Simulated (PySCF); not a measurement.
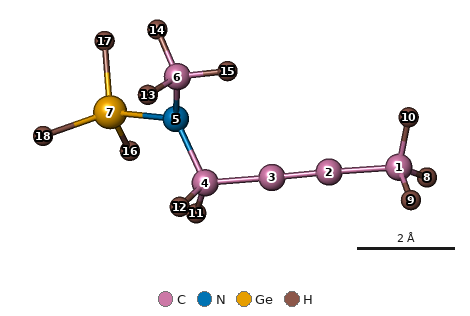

Figure 1. The structure as given in the input (ball-and-stick view, seen at a tilt; atoms are numbered from 1 in the order of the input). Sticks mark near contacts. Bond lengths as drawn: C–C 1.21 to 1.47 Å, C–H 1.06 to 1.11 Å, C–N 1.46 to 1.48 Å, Ge–H 1.48 to 1.53 Å and Ge–N 1.80 Å.

**Geometry relaxation of C5H11GeN**

C5H11GeN, SMILES CC#CC[N](C)[GeH3], computed with PBE0-D3(BJ)/def2-SVP geometry optimisation, gas phase (PySCF 2.14.0).

It belongs to a series of runs on one base structure; here: H on C replaced by propynyl.

### Output
```
step   0  E = -2327.81889766  max force = 0.054975
step   1  E = -2327.82676592  max force = 0.009562
step   2  E = -2327.82732740  max force = 0.004040
step   3  E = -2327.82737358  max force = 0.000750
step   4  E = -2327.82738830  max force = 0.000752
step   5  E = -2327.82739713  max force = 0.001175
step   6  E = -2327.82740457  max force = 0.000811
step   7  E = -2327.82740826  max force = 0.000264
optimisation converged
```

### Trajectory as extended XYZ (Å, eV, eV/Å), 8 frames, from step=0 to step=7
```
18
Properties=species:S:1:pos:R:3:forces:R:3 step=0 energy=-63343.17861
C     3.6275   -0.1013   -0.7210   -1.3480   1.4093   0.5629
C     2.2471   -0.2172   -0.2356    0.6174  -0.1891  -0.1036
C     1.1194   -0.3438    0.1838    1.8415   0.1003  -0.5017
C    -0.1971   -0.4599    0.6622   -2.8269  -0.3678   0.1111
N    -1.1863   -0.0279   -0.3505    1.2195   0.8548   0.7346
C    -1.0740    1.3970   -0.6321   -0.5567  -0.8950   0.0900
Ge   -2.7949   -0.8342   -0.4531   -0.4627   0.4266   0.1328
H     3.9873   -1.0299   -1.0960    0.5587  -1.1222  -0.4017
H     4.2605    0.2769    0.0930    0.2319  -0.0904  -0.0515
H     3.6312    0.6434   -1.5314    0.2466  -0.0298  -0.0713
H    -0.4437   -1.5183    0.9013    0.2592   0.2200   0.0912
H    -0.3242    0.1178    1.6068    0.0695  -0.0979  -0.0287
H    -1.3131    2.0294    0.2368    0.0819   0.1815   0.2622
H    -1.7891    1.6543   -1.4152   -0.0541   0.1958  -0.3623
H    -0.0604    1.6056   -0.9689    0.3683   0.3003  -0.1820
H    -2.5230   -2.2857   -0.3942    0.1828  -1.2033   0.0193
H    -3.3688   -0.3940   -1.7705   -0.2982   0.1420  -0.6080
H    -3.8256   -0.5003    0.6341   -0.1307   0.1648   0.3068
18
Properties=species:S:1:pos:R:3:forces:R:3 step=1 energy=-63343.39272
C     3.5866   -0.4567   -0.7979    0.1253  -0.4027  -0.1463
C     2.2233   -0.6114   -0.3228   -0.0070   0.0940  -0.0437
C     1.0784   -0.7211    0.0582   -0.3884  -0.0674   0.1792
C    -0.3083   -0.8523    0.5557    0.4917   0.1855  -0.1670
N    -1.2876   -0.2697   -0.3308   -0.3608  -0.3196  -0.0433
C    -1.1844    1.1507   -0.5276    0.0724   0.0955  -0.0510
Ge   -2.9470   -1.0780   -0.4690    0.1349  -0.0607   0.0065
H     3.9778   -1.4139   -1.2059   -0.0875   0.2868   0.1214
H     4.2596   -0.1357    0.0100    0.0410   0.0201   0.0403
H     3.6422    0.2916   -1.6016    0.0026   0.0484  -0.0351
H    -0.5202   -1.9245    0.6750   -0.0630  -0.1107   0.0403
H    -0.3354   -0.4142    1.5778   -0.0568   0.0074   0.0217
H    -1.3917    1.7492    0.3866    0.0102  -0.0241  -0.0094
H    -1.8915    1.4762   -1.3079    0.0312   0.0167   0.0239
H    -0.1668    1.4162   -0.8733   -0.0871  -0.0119   0.0320
H    -2.7017   -2.6175   -0.4219   -0.0472   0.3567  -0.0321
H    -3.5728   -0.6227   -1.8135    0.0984  -0.0671   0.1823
H    -3.9159   -0.6823    0.6897    0.0898  -0.0468  -0.1197
18
Properties=species:S:1:pos:R:3:forces:R:3 step=2 energy=-63343.40799
C     3.5804   -0.4600   -0.8021    0.0178  -0.0803  -0.0209
C     2.2154   -0.6077   -0.3229   -0.0215   0.0510  -0.0293
C     1.0715   -0.7196    0.0634   -0.0821  -0.0507   0.0754
C    -0.3079   -0.8524    0.5581    0.2078   0.0515  -0.0445
N    -1.2891   -0.2794   -0.3335   -0.0975  -0.0763  -0.0484
C    -1.1817    1.1432   -0.5276    0.0257   0.0429  -0.0015
Ge   -2.9403   -1.0750   -0.4700    0.0395   0.0056   0.0085
H     3.9728   -1.4120   -1.1971   -0.0192   0.0373   0.0207
H     4.2549   -0.1280    0.0026   -0.0032   0.0088   0.0014
H     3.6347    0.2823   -1.6139   -0.0004   0.0091   0.0075
H    -0.5229   -1.9265    0.6898   -0.0141   0.0033   0.0170
H    -0.3463   -0.4040    1.5762   -0.0222  -0.0080   0.0111
H    -1.3865    1.7356    0.3902    0.0014  -0.0050   0.0033
H    -1.8852    1.4788   -1.3056   -0.0008  -0.0050   0.0032
H    -0.1653    1.4074   -0.8691   -0.0074  -0.0027   0.0038
H    -2.6994   -2.5946   -0.4331   -0.0051   0.0125  -0.0103
H    -3.5546   -0.6187   -1.8040   -0.0064   0.0038  -0.0093
H    -3.9058   -0.6854    0.6795   -0.0122   0.0023   0.0122
18
Properties=species:S:1:pos:R:3:forces:R:3 step=3 energy=-63343.40925
C     3.5794   -0.4635   -0.8032    0.0010  -0.0013   0.0067
C     2.2144   -0.6051   -0.3227   -0.0128   0.0303  -0.0235
C     1.0719   -0.7180    0.0670   -0.0124  -0.0293   0.0311
C    -0.3047   -0.8492    0.5592    0.0386   0.0161  -0.0039
N    -1.2888   -0.2824   -0.3364    0.0091  -0.0165  -0.0203
C    -1.1807    1.1417   -0.5276   -0.0032   0.0170   0.0013
Ge   -2.9396   -1.0747   -0.4720   -0.0007   0.0151   0.0081
H     3.9700   -1.4172   -1.1907    0.0017  -0.0142  -0.0032
H     4.2536   -0.1257   -0.0004   -0.0022   0.0026  -0.0019
H     3.6345    0.2746   -1.6189    0.0017   0.0008   0.0046
H    -0.5206   -1.9225    0.6983   -0.0051   0.0031   0.0075
H    -0.3490   -0.3963    1.5754   -0.0086  -0.0033  -0.0003
H    -1.3848    1.7306    0.3925    0.0007  -0.0014   0.0007
H    -1.8848    1.4791   -1.3039   -0.0024  -0.0004  -0.0006
H    -0.1647    1.4065   -0.8684    0.0031  -0.0025  -0.0018
H    -2.7020   -2.5930   -0.4446    0.0007  -0.0219  -0.0039
H    -3.5554   -0.6119   -1.8032   -0.0053   0.0060  -0.0072
H    -3.9042   -0.6891    0.6805   -0.0038  -0.0001   0.0065
18
Properties=species:S:1:pos:R:3:forces:R:3 step=4 energy=-63343.40965
C     3.5787   -0.4672   -0.8037   -0.0036   0.0134   0.0103
C     2.2134   -0.6035   -0.3225   -0.0063   0.0151  -0.0153
C     1.0721   -0.7172    0.0704    0.0245  -0.0156   0.0096
C    -0.3035   -0.8463    0.5608   -0.0387   0.0010   0.0137
N    -1.2871   -0.2832   -0.3389    0.0314   0.0090  -0.0123
C    -1.1798    1.1419   -0.5285   -0.0088  -0.0020   0.0001
Ge   -2.9383   -1.0744   -0.4733   -0.0119   0.0031   0.0022
H     3.9672   -1.4238   -1.1857    0.0037  -0.0134  -0.0048
H     4.2529   -0.1256   -0.0025   -0.0003  -0.0020  -0.0007
H     3.6356    0.2671   -1.6226    0.0015  -0.0027  -0.0005
H    -0.5211   -1.9187    0.7054    0.0014   0.0016   0.0003
H    -0.3524   -0.3895    1.5750    0.0031   0.0011  -0.0016
H    -1.3839    1.7288    0.3929    0.0008   0.0003  -0.0006
H    -1.8845    1.4801   -1.3040   -0.0005  -0.0009  -0.0003
H    -0.1639    1.4071   -0.8690    0.0026  -0.0003  -0.0024
H    -2.7028   -2.5940   -0.4556    0.0005  -0.0077  -0.0011
H    -3.5573   -0.6039   -1.8010   -0.0009   0.0031   0.0004
H    -3.9005   -0.6937    0.6835    0.0016  -0.0029   0.0030
18
Properties=species:S:1:pos:R:3:forces:R:3 step=5 energy=-63343.40989
C     3.5785   -0.4718   -0.8031   -0.0026   0.0109   0.0065
C     2.2127   -0.6030   -0.3219   -0.0009   0.0029  -0.0059
C     1.0725   -0.7174    0.0738    0.0294  -0.0034  -0.0030
C    -0.3037   -0.8433    0.5620   -0.0604  -0.0041   0.0167
N    -1.2852   -0.2828   -0.3421    0.0299   0.0127  -0.0039
C    -1.1793    1.1428   -0.5309   -0.0057  -0.0101  -0.0019
Ge   -2.9372   -1.0733   -0.4740   -0.0121  -0.0047  -0.0002
H     3.9648   -1.4314   -1.1803    0.0022  -0.0040  -0.0022
H     4.2528   -0.1278   -0.0030    0.0010  -0.0038   0.0005
H     3.6380    0.2588   -1.6251    0.0005  -0.0037  -0.0030
H    -0.5231   -1.9147    0.7112    0.0037  -0.0002  -0.0038
H    -0.3553   -0.3826    1.5744    0.0065   0.0039  -0.0021
H    -1.3834    1.7285    0.3912    0.0009   0.0018  -0.0011
H    -1.8848    1.4806   -1.3057    0.0009   0.0001  -0.0004
H    -0.1637    1.4089   -0.8717    0.0008   0.0013  -0.0015
H    -2.7029   -2.5938   -0.4672   -0.0001   0.0030   0.0001
H    -3.5616   -0.5940   -1.7962    0.0019   0.0013   0.0044
H    -3.8946   -0.6999    0.6895    0.0040  -0.0037   0.0010
18
Properties=species:S:1:pos:R:3:forces:R:3 step=6 energy=-63343.41009
C     3.5783   -0.4776   -0.8010   -0.0004   0.0038   0.0001
C     2.2117   -0.6038   -0.3209    0.0039  -0.0093   0.0056
C     1.0724   -0.7187    0.0774    0.0163   0.0080  -0.0110
C    -0.3054   -0.8401    0.5629   -0.0417  -0.0048   0.0135
N    -1.2829   -0.2818   -0.3468    0.0107   0.0099   0.0006
C    -1.1776    1.1438   -0.5359    0.0003  -0.0107  -0.0052
Ge   -2.9367   -1.0710   -0.4735   -0.0069  -0.0065  -0.0008
H     3.9625   -1.4404   -1.1732    0.0001   0.0043   0.0006
H     4.2525   -0.1317   -0.0017    0.0012  -0.0030   0.0010
H     3.6411    0.2487   -1.6266   -0.0007  -0.0025  -0.0030
H    -0.5271   -1.9104    0.7165    0.0043  -0.0015  -0.0050
H    -0.3590   -0.3746    1.5729    0.0053   0.0038  -0.0008
H    -1.3808    1.7296    0.3864    0.0005   0.0018  -0.0008
H    -1.8839    1.4812   -1.3101    0.0014   0.0005  -0.0006
H    -0.1623    1.4101   -0.8778   -0.0007   0.0011   0.0000
H    -2.7037   -2.5920   -0.4818   -0.0003   0.0082   0.0005
H    -3.5696   -0.5792   -1.7869    0.0026   0.0002   0.0051
H    -3.8850   -0.7080    0.7008    0.0041  -0.0032   0.0000
18
Properties=species:S:1:pos:R:3:forces:R:3 step=7 energy=-63343.41019
C     3.5786   -0.4817   -0.7983    0.0005  -0.0012  -0.0037
C     2.2112   -0.6057   -0.3198    0.0053  -0.0136   0.0113
C     1.0720   -0.7205    0.0789   -0.0017   0.0131  -0.0122
C    -0.3075   -0.8387    0.5624   -0.0079  -0.0015   0.0067
N    -1.2821   -0.2810   -0.3506   -0.0046   0.0014   0.0020
C    -1.1754    1.1441   -0.5415    0.0045  -0.0049  -0.0059
Ge   -2.9377   -1.0682   -0.4713   -0.0005  -0.0029   0.0006
H     3.9622   -1.4457   -1.1681   -0.0009   0.0052   0.0015
H     4.2522   -0.1353    0.0012    0.0004  -0.0007   0.0005
H     3.6434    0.2424   -1.6256   -0.0010  -0.0005  -0.0010
H    -0.5306   -1.9084    0.7180    0.0021  -0.0012  -0.0031
H    -0.3613   -0.3702    1.5709    0.0008   0.0013   0.0005
H    -1.3769    1.7315    0.3802   -0.0001   0.0013  -0.0007
H    -1.8821    1.4813   -1.3155    0.0009   0.0001  -0.0006
H    -0.1602    1.4089   -0.8848   -0.0009   0.0004   0.0008
H    -2.7061   -2.5892   -0.4910   -0.0004   0.0055   0.0000
H    -3.5784   -0.5667   -1.7770    0.0012   0.0003   0.0028
H    -3.8770   -0.7131    0.7125    0.0020  -0.0018   0.0004
```

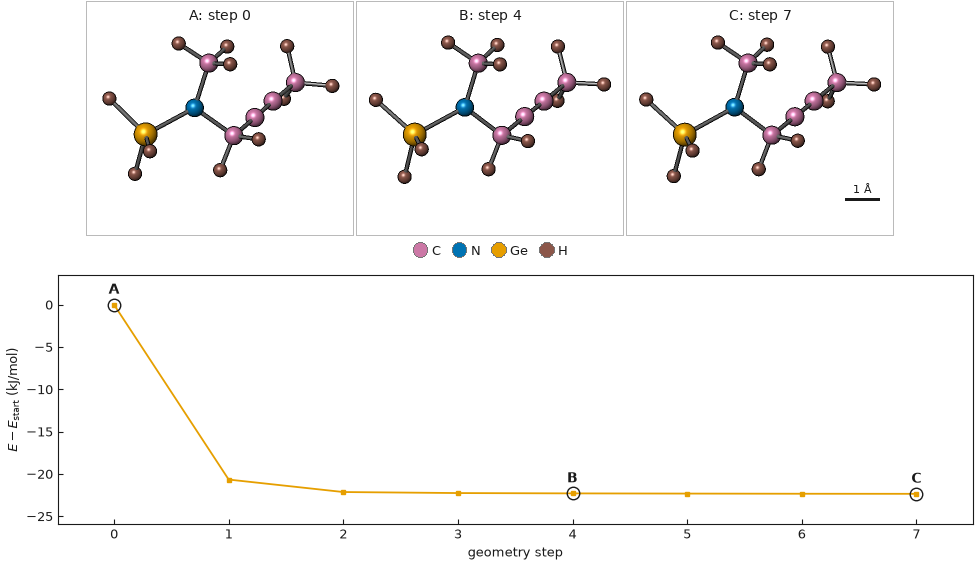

Figure 2. Frames of the relaxation (ball-and-stick view, seen at a tilt) above the curves, on which the letters mark them (steps are counted from 0).

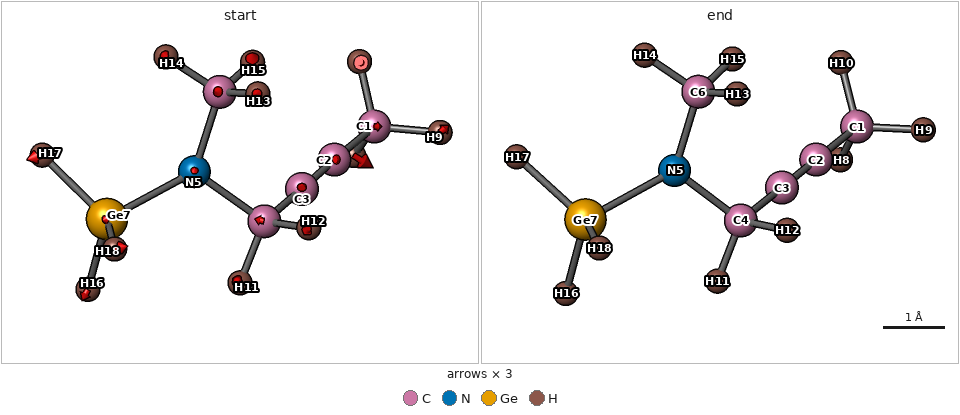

Figure 3. Before (left) and after (right) the relaxation, at one scale (ball-and-stick view, seen at a tilt). The red arrows give the displacements, magnified 3 times. H8 moves most after the best rigid fit: 0.14 Å. Largest moves by element: H 0.14 Å, C 0.06 Å, Ge 0.04 Å, N 0.03 Å. Distances before and after: C3–C4 1.406 → 1.467 Å, Ge7–H16 1.478 → 1.539 Å, C1–H8 1.064 → 1.102 Å, Ge7–H17 1.503 → 1.538 Å. Among the angles that change: N5–Ge7–H18 117.5° → 113.4°, H8–C1–H9 111.5° → 107.8°, C2–C1–H10 107.5° → 111.0°. After 7 geometry steps the energy has fallen by 22.3 kJ/mol. The largest force component goes from 2.8 to 0.014 eV/Å. (Atoms are counted from 1 in the order of the input.)

This output came from the following input.

### Input
```
{"job": {"xc": "PBE0", "basis": "def2-SVP", "d3": "d3bj", "grid": 1, "shake": 0.01, "kind": "geom"}, "charge": 0, "multiplicity": 1}
C      3.627490    -0.101320    -0.720980
C      2.247060    -0.217160    -0.235580
C      1.119360    -0.343780     0.183780
C     -0.197120    -0.459860     0.662220
N     -1.186280    -0.027940    -0.350530
C     -1.074050     1.397010    -0.632130
Ge    -2.794920    -0.834210    -0.453100
H      3.987290    -1.029870    -1.095990
H      4.260520     0.276860     0.092980
H      3.631190     0.643440    -1.531440
H     -0.443740    -1.518290     0.901340
H     -0.324240     0.117840     1.606830
H     -1.313080     2.029420     0.236760
H     -1.789130     1.654270    -1.415210
H     -0.060370     1.605550    -0.968860
H     -2.523020    -2.285680    -0.394180
H     -3.368830    -0.393960    -1.770520
H     -3.825650    -0.500350     0.634100
```

The first line tells a small driver script what to run in PySCF; the rest is the geometry in Å.

Launched with:
```bash
OMP_NUM_THREADS=1 python <driver script> task.json out
```

### Results in brief

```csv
quantity,value
outcome,converged
total energy,−2327.827408 hartree
dipole moment,0.62 D
point group,C1
hardware,"1 CPU thread, shared host"
wall time,3.5 min
peak memory,0.7 GiB
```
